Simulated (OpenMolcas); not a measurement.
## Hf: multiconfigurational calculation (part 2 of 2)

Continued. System: Hf. Method: state-averaged CASSCF, active space 4 electrons in the shells 5d 6s, basis ANO-RCC-VDZ, DKH3 scalar Hamiltonian, spin-orbit coupling by RASSI with atomic mean-field integrals (OpenMolcas).

### Log (extracts), continued
```
--- RASSI ---
SPIN-FREE ENERGIES:
  (Shifted by EMIN (a.u.) =     -15076.0450679066)

 SF State       Relative EMIN(au)   Rel lowest level(eV)    D:o, cm**(-1)      L_eff

    11             0.0000000000        0.0000000000              0.0000         3.0
    12             0.0000000000        0.0000000000              0.0000         3.0
    13             0.0000000000        0.0000000000              0.0000         3.0
    14             0.0000000000        0.0000000000              0.0000         3.0
    15             0.0000000000        0.0000000000              0.0000         3.0
    16             0.0000000000        0.0000000000              0.0000         3.0
    17             0.0000000000        0.0000000000              0.0000         3.0
    18             0.0137449489        0.3740191128           3016.6676         1.0
    19             0.0137449489        0.3740191128           3016.6676         1.0
    20             0.0137449489        0.3740191128           3016.6676         1.0
    66             0.0206692211        0.5624381598           4536.3697         2.0
    67             0.0206692211        0.5624381598           4536.3697         2.0
    68             0.0206692211        0.5624381598           4536.3697         2.0
    69             0.0206692211        0.5624381598           4536.3697         2.0
    70             0.0206692211        0.5624381598           4536.3697         2.0
     6             0.0382995142        1.0421828750           8405.7718         3.0
     7             0.0382995142        1.0421828750           8405.7718         3.0
     1             0.0382995142        1.0421828750           8405.7718         3.0
     2             0.0382995142        1.0421828750           8405.7718         3.0
     3             0.0382995142        1.0421828750           8405.7718         3.0
     4             0.0382995142        1.0421828750           8405.7718         3.0
     5             0.0382995142        1.0421828750           8405.7718         3.0
    71             0.0390887547        1.0636592031           8578.9900         4.0
    72             0.0390887547        1.0636592031           8578.9900         4.0
    73             0.0390887547        1.0636592031           8578.9900         4.0
    74             0.0390887547        1.0636592031           8578.9900         4.0
    75             0.0390887547        1.0636592031           8578.9900         4.0
    76             0.0390887547        1.0636592031           8578.9900         4.0
    77             0.0390887547        1.0636592031           8578.9900         4.0
    78             0.0390887547        1.0636592031           8578.9900         4.0
    79             0.0390887547        1.0636592031           8578.9900         4.0
     8             0.0732307640        1.9927106030          16072.2949         1.0
     9             0.0732307640        1.9927106030          16072.2949         1.0
    10             0.0732307640        1.9927106030          16072.2949         1.0
    21             0.0901146622        2.4521448787          19777.8823         4.0
    22             0.0901146622        2.4521448787          19777.8823         4.0
    23             0.0901146622        2.4521448787          19777.8823         4.0
    24             0.0901146622        2.4521448787          19777.8823         4.0
    25             0.0901146622        2.4521448787          19777.8823         4.0
    26             0.0901146622        2.4521448787          19777.8823         4.0
Eigenvalues of complex Hamiltonian:
   -----------------------------------
  (Shifted by EMIN (a.u.) =     -15076.0450679066)

 SO State       Relative EMIN(au)   Rel lowest level(eV)    D:o, cm**(-1)     J-value

     1            -0.0123320700        0.0000000000              0.0000         1.7
     2            -0.0123320700        0.0000000000              0.0000         1.8
     3            -0.0123320700        0.0000000000              0.0000         1.2
     4            -0.0123320700        0.0000000000              0.0000         1.3
     5            -0.0123320700        0.0000000000              0.0000         1.7
     6            -0.0026018145        0.2647737426           2135.5443         2.8
     7            -0.0026018145        0.2647737426           2135.5443         2.7
     8            -0.0026018145        0.2647737426           2135.5443         2.6
     9            -0.0026018145        0.2647737426           2135.5443         1.5
    10            -0.0026018145        0.2647737426           2135.5443         2.5
    11            -0.0026018145        0.2647737426           2135.5443         1.8
    12            -0.0026018145        0.2647737426           2135.5443         2.5
    13             0.0069568612        0.5248785576           4233.4311         3.8
    14             0.0069568612        0.5248785576           4233.4311         3.8
    15             0.0069568612        0.5248785576           4233.4311         3.6
    16             0.0069568612        0.5248785576           4233.4311         3.5
    17             0.0069568612        0.5248785576           4233.4311         2.1
    18             0.0069568612        0.5248785576           4233.4311         1.9
    19             0.0069568612        0.5248785576           4233.4311         3.5
    20             0.0069568612        0.5248785576           4233.4311         2.8
    21             0.0069568612        0.5248785576           4233.4311         3.2
    22             0.0070054298        0.5262001767           4244.0906         0.0
    23             0.0107587722        0.6283338258           5067.8541         0.6
    24             0.0107587722        0.6283338258           5067.8541         0.6
    25             0.0107587722        0.6283338258           5067.8541         1.0
    26             0.0109874529        0.6345565446           5118.0437         1.1
    27             0.0109874529        0.6345565446           5118.0437         1.8
    28             0.0109874529        0.6345565446           5118.0437         1.0
    29             0.0109874529        0.6345565446           5118.0437         2.0
    30             0.0109874529        0.6345565446           5118.0437         1.8
    31             0.0267013260        1.0621528156           8566.8402         0.7
    32             0.0267013260        1.0621528156           8566.8402         0.9
    33             0.0267013260        1.0621528156           8566.8402         0.6
    34             0.0271630424        1.0747167600           8668.1752         1.8
    35             0.0271630424        1.0747167600           8668.1752         1.9
    36             0.0271630424        1.0747167600           8668.1752         1.2
    37             0.0271630424        1.0747167600           8668.1752         1.7
    38             0.0271630424        1.0747167600           8668.1752         1.1
    39             0.0296187662        1.1415404071           9207.1443         1.7
    40             0.0296187662        1.1415404071           9207.1443         1.5
    41             0.0296187662        1.1415404071           9207.1443         1.2
Weights of the five most important spin-orbit-free states for each spin-orbit state.

 SO State  Total energy (au)           Spin-free states, spin, and weights
 -------------------------------------------------------------------------------------------------------
    1        -0.012332      17 1.0  0.3243   16 1.0  0.2901   15 1.0  0.1207   12 1.0  0.0955   13 1.0  0.0660
    2        -0.012332      16 1.0  0.3474   17 1.0  0.3263   12 1.0  0.0823   11 1.0  0.0706   13 1.0  0.0592
    3        -0.012332      13 1.0  0.3096   14 1.0  0.2724   12 1.0  0.2277   11 1.0  0.0705   15 1.0  0.0385
    4        -0.012332      14 1.0  0.2875   11 1.0  0.2504   15 1.0  0.2202   13 1.0  0.1533   67 0.0  0.0230
    5        -0.012332      11 1.0  0.2613   15 1.0  0.2470   12 1.0  0.2452   13 1.0  0.0803   14 1.0  0.0771
    6        -0.002602      17 1.0  0.7196   12 1.0  0.1183   15 1.0  0.0691   11 1.0  0.0338   13 1.0  0.0296
    7        -0.002602      16 1.0  0.6650   15 1.0  0.1239   12 1.0  0.0726   11 1.0  0.0701   13 1.0  0.0313
    8        -0.002602      15 1.0  0.5055   14 1.0  0.1579   12 1.0  0.1540   16 1.0  0.0738   17 1.0  0.0521
    9        -0.002602      14 1.0  0.6054   12 1.0  0.1871   11 1.0  0.1027   13 1.0  0.0437   15 1.0  0.0404
   10        -0.002602      13 1.0  0.5881   14 1.0  0.1346   15 1.0  0.1260   17 1.0  0.0509   11 1.0  0.0427
   11        -0.002602      11 1.0  0.3914   13 1.0  0.1977   12 1.0  0.1436   15 1.0  0.0947   16 1.0  0.0915
   12        -0.002602      11 1.0  0.3333   12 1.0  0.2950   16 1.0  0.1234   13 1.0  0.0785   17 1.0  0.0771
```

### Spin-orbit levels, grouped by J and assigned (the lowest 15)

```
Configuration  Level  E (eV)  LS purity (%)  Landé g
      5d² 6s²    ³F₂       0             94    0.689
      5d² 6s²    ³F₃  0.2648            100    1.084
      5d² 6s²    ³F₄  0.5249             98    1.245
      5d² 6s²    ³P₀  0.5262             99        –
      5d² 6s²    ³P₁  0.6283             99    1.502
      5d² 6s²    ³P₂  0.6346             69    1.337
       5d³ 6s    ⁵F₁   1.062             98    0.009
      5d² 6s²    ¹D₂   1.075             67    1.140
       5d³ 6s    ⁵F₂   1.142             98    1.003
       5d³ 6s    ⁵F₃   1.255             99    1.250
       5d³ 6s    ⁵F₄   1.390             84    1.298
      5d² 6s²    ¹G₄   1.416             83    1.056
       5d³ 6s    ⁵F₅   1.546             97    1.395
       5d³ 6s    ⁵P₁   2.210             98    2.485
       5d³ 6s    ⁵P₂   2.265             96    1.821
```

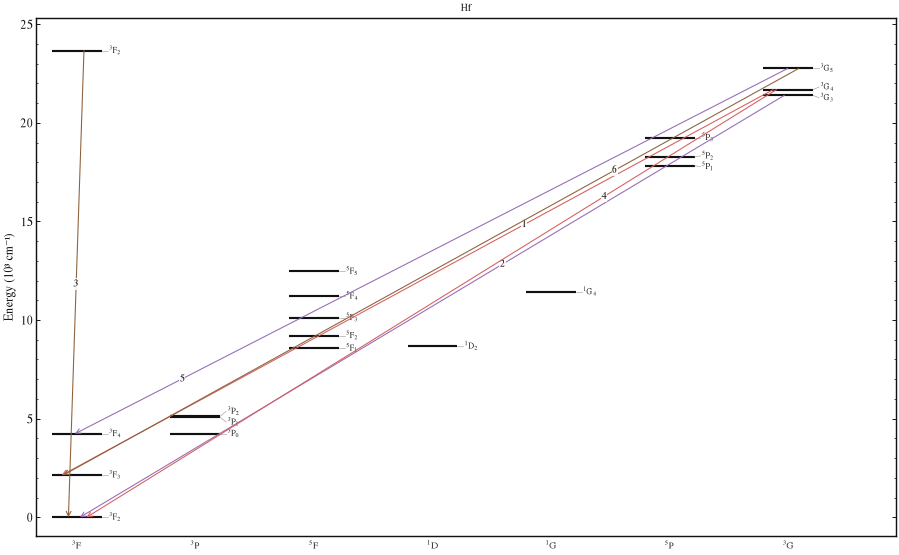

Figure 1. Levels of Hf I with 6 numbered transitions. Rates are at computed energies.

```csv
No.,Upper,Lower,Type,λ (vacuum),A (s⁻¹)
1,5d³ 6s ³G₄,5d² 6s² ³F₃,E2,512 nm,3.6
2,5d³ 6s ³G₃,5d² 6s² ³F₂,E2,467 nm,9.6
3,5d³ 6s ³F₂,5d² 6s² ³F₂,E2,423 nm,35
4,5d³ 6s ³G₄,5d² 6s² ³F₂,E2,461 nm,3.8
5,5d³ 6s ³G₅,5d² 6s² ³F₄,E2,540 nm,2.2
6,5d³ 6s ³G₅,5d² 6s² ³F₃,E2,485 nm,3.2
```

Line 3 has the largest rate; it falls in the visible region.

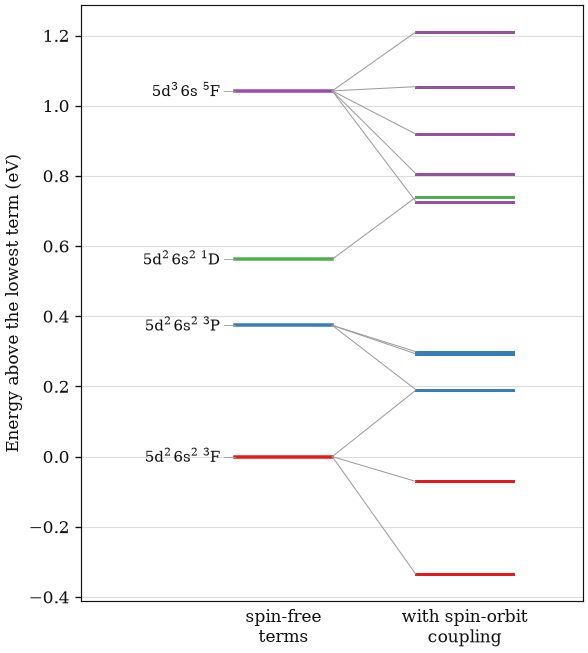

Figure 2. Terms of the Hf atom without and with spin-orbit coupling; the J values are left off. 5d² 6s² ³F (at 0) splits over 0.525 eV into J = 2, 3, 4 from the bottom up (normal); 5d² 6s² ³P (at 0.374 eV) splits over 0.108 eV into J = 0, 1, 2 from the bottom up (normal); 5d² 6s² ¹D (at 0.562 eV) gives the one level J = 2; 5d³ 6s ⁵F (at 1.04 eV) splits over 0.484 eV into J = 1, 2, 3, 4, 5 from the bottom up (normal). The ground level lies 0.336 eV below the lowest term.

Outcome of the run: converged.
